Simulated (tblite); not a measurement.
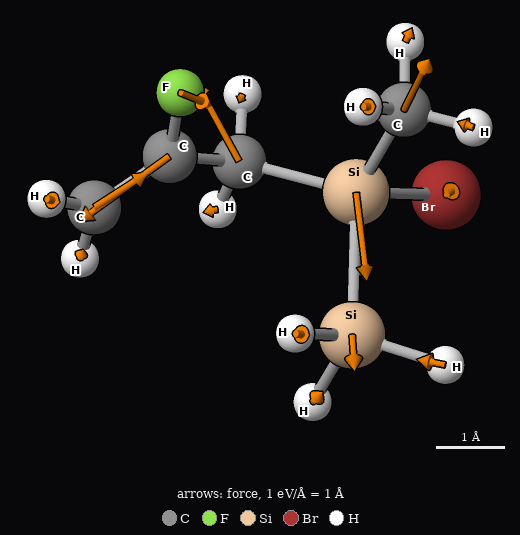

Starting geometry of C₄H₁₀BrFSi₂ with the computed forces as orange arrows. The picture is a ball-and-stick view, seen face on.

The calculation used GFN2-xTB geometry optimisation, gas phase in tblite 0.8.0. 

Is this structure relaxed? If not, where do the atoms go?

Answer. It isn't relaxed: the largest force vector, on a C atom, is 1.69 eV/Å. The final displacements have little in common with the starting forces (cosine between the two patterns 0.16). An H atom moves most after the best rigid fit: 0.35 Å. Largest moves by element: H 0.35 Å, C 0.22 Å, Si 0.17 Å, F 0.12 Å, Br 0.09 Å. Some distances before and after: C–Si 1.845 → 1.903 Å, C–Si 1.873 → 1.929 Å, Br–Si 2.228 → 2.274 Å, H–Si 1.491 → 1.463 Å. Bond angles that change, for instance: C–Si–Si 110.0° → 117.2°, F–C–C 119.0° → 112.5°, C–Si–Br 107.1° → 102.2°. The energy falls by 0.237 eV in 95 geometry steps. Cost: 1.6 s on 1 thread of Arm Neoverse N1 (shared host).
